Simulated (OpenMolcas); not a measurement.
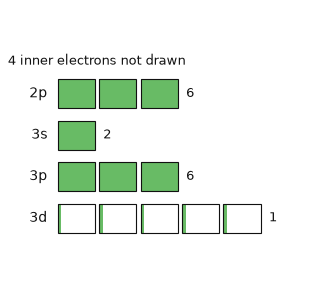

The outer shells of the leading configuration of the lowest level: a box for each of the 2l + 1 orbitals, shaded by the share of the shell that is filled, with the electron count at the right.

# Run report: Ti³⁺ complex, multiconfigurational calculation

System: Ti³⁺ with 6 ligands (Cl; octahedron, 2.37 Å), neutralised by 6 outer point charges of +0.5 e, whose field is part of the energies.
Method: state-averaged SS-CASPT2, IPEA shift 0.25, imaginary shift 0.1 hartree, closed shells 3s 3p of the metal and the valence shells of the ligands correlated, active space 1 electron in the shell 3d, basis ANO-RCC-VDZP on the metal and ANO-RCC-VDZP on the ligands, DKH2 scalar Hamiltonian, spin-orbit coupling by RASSI with atomic mean-field integrals (OpenMolcas).

## Results in brief

```tsv
quantity	value
outcome	converged
energy of the lowest spin-free term	−3620.65761 hartree
energy of the lowest spin-orbit level	−3620.65794 hartree
CASPT2 correlation energy	−1.2440 hartree
largest spread among components of a term	3.4 cm⁻¹
lowest reference weight	0.675
hardware	1 thread of Arm Neoverse V1, 24 GiB of memory available, shared host
wall time	11 s
peak memory	0.18 GiB
```

## Notes

Caveats: distances are set from ionic radii, not optimised.

## Input
```
&GATEWAY
Coord
7

Ti 0.0 0.0 0.0
Cl 2.370000 0.000000 0.000000
Cl 0.000000 2.370000 0.000000
Cl -2.370000 0.000000 0.000000
Cl 0.000000 -2.370000 0.000000
Cl 0.000000 0.000000 2.370000
Cl 0.000000 0.000000 -2.370000
Basis=Ti.ANO-RCC-VDZP,Cl.ANO-RCC-VDZP
Group=XYZ
NoMove
AngMom=0.0 0.0 0.0
AMFI
RICD
XField
3 Angstrom 0
5.570000 0.000000 0.000000 0.500000
0.000000 5.570000 0.000000 0.500000
0.000000 0.000000 5.570000 0.500000
&SEWARD
&RASSCF
FileOrb=start.orb
Symmetry=1
Spin=2
nActEl=1 0 0
Inactive=30 33
Ras2=5 0
CIRoot=5 5 1
SDav=5
CIMx=300
Iter=150 100
PrWF=0.3
OrbListing=Nothing
MaxOrb=0
LevShft=1.0
>>> COPY $Project.JobIph JOB001
&RASSI
NrOfJobIphs=1 5
1 2 3 4 5
IphNames
JOB001
EJob
SpinOrbit
DIPRint=1.0
SOCoupling=1000.0
Subsets=2
Property=9
'ANGMOM' 1 'ANGMOM' 2 'ANGMOM' 3 'MLTPL  1' 1 'MLTPL  1' 2 'MLTPL  1' 3
'AMFI' 1 'AMFI' 2 'AMFI' 3
SOProperty=3
'ANGMOM' 1 'ANGMOM' 2 'ANGMOM' 3
>>> COPY JOB001 $Project.JobIph
&CASPT2
Multistate=5 1 2 3 4 5
NoMult
Frozen=17 18
IPEA=0.25
Imaginary=0.1
MaxIter=60
WThr=0.0 0.3 0.05
PrWF=0.5
NoMix
```

The file start.orb holds starting orbitals from an earlier step. A driver script formed the levels outside the program, from RASSI's spin-orbit matrix and the CASPT2 energies (for multi-state variants, the effective Hamiltonian), averaged over the components of each term or state. The log and the time are those of the CASPT2 step.

Launched with:
```bash
OMP_NUM_THREADS=1 MOLCAS_MEM=2457 MOLCAS_PROJECT=a pymolcas a.inp > a.log  # once for each step of the input, in one work folder
```

## The program's output (extracts)
```
--- CASPT2 ---
Orbital specifications:
      -----------------------

      Symmetry species                           1   2
                                                ag  au
      Frozen orbitals                           17  18
      Inactive orbitals                         13  15
      Active orbitals                            5   0
      Secondary orbitals                        34  40
      Deleted orbitals                           0   0
      Number of basis functions                 69  73
Type of calculation                        SS-CASPT2
      Fock operator                              state-specific
      IPEA shift                                 0.25
      Real shift                                 0.00
      Imaginary shift                            0.10
      The input orbitals will be transformed to quasi-canonical
Reference energy:       -3619.4136069810
      E2 (Non-variational):      -1.2419220100
      Shift correction:          -0.0020890993
      E2 (Variational):          -1.2440111093
      Total energy:           -3620.6576180903
      Residual norm:              0.0000006359
      Reference weight:           0.67468
      Contributions to the CASPT2 correlation energy
      Active & Virtual Only:         -0.0000000001
      One Inactive Excited:          -0.0592053398
      Two Inactive Excited:          -1.1827166702
Reference energy:       -3619.4136069810
      E2 (Non-variational):      -1.2419066260
      Shift correction:          -0.0020890450
      E2 (Variational):          -1.2439956710
      Total energy:           -3620.6576026520
      Residual norm:              0.0000006344
      Reference weight:           0.67469
      Contributions to the CASPT2 correlation energy
      Active & Virtual Only:         -0.0000000001
      One Inactive Excited:          -0.0591899477
      Two Inactive Excited:          -1.1827166782
::    CASPT2 Root  1     Total energy:  -3620.65761809
::    CASPT2 Root  2     Total energy:  -3620.65760265
::    CASPT2 Root  3     Total energy:  -3620.65760265
::    CASPT2 Root  4     Total energy:  -3620.59558609
::    CASPT2 Root  5     Total energy:  -3620.59559976
```

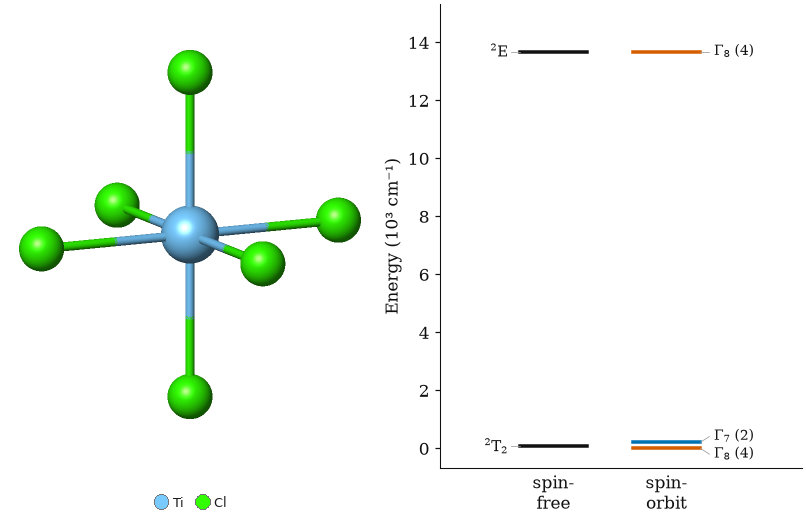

Ti³⁺ (3d) with 6 ligands, Cl⁻, at 2.37 Å (arrangement: octahedron, Oh), neutralised by outer point charges of +0.5 e, and its levels. Labels give the representation in O, Td, D4 or D3 as the site allows (double group for half-integer spin) where it could be assigned and, in brackets, the degeneracy; spin-free states, where drawn, share the zero of the spin-orbit levels. The ground level is Γ₈, 4-fold degenerate, 100 % from states of spin multiplicity 2. The next level lies at 213 cm⁻¹ (Γ₇). The lowest spin-free state is ²T₂; of the same spin there follows at 13,600 cm⁻¹ (²E) above it. A ligand-field fit to the spin-free states gives |10Dq| = 13,600 cm⁻¹.
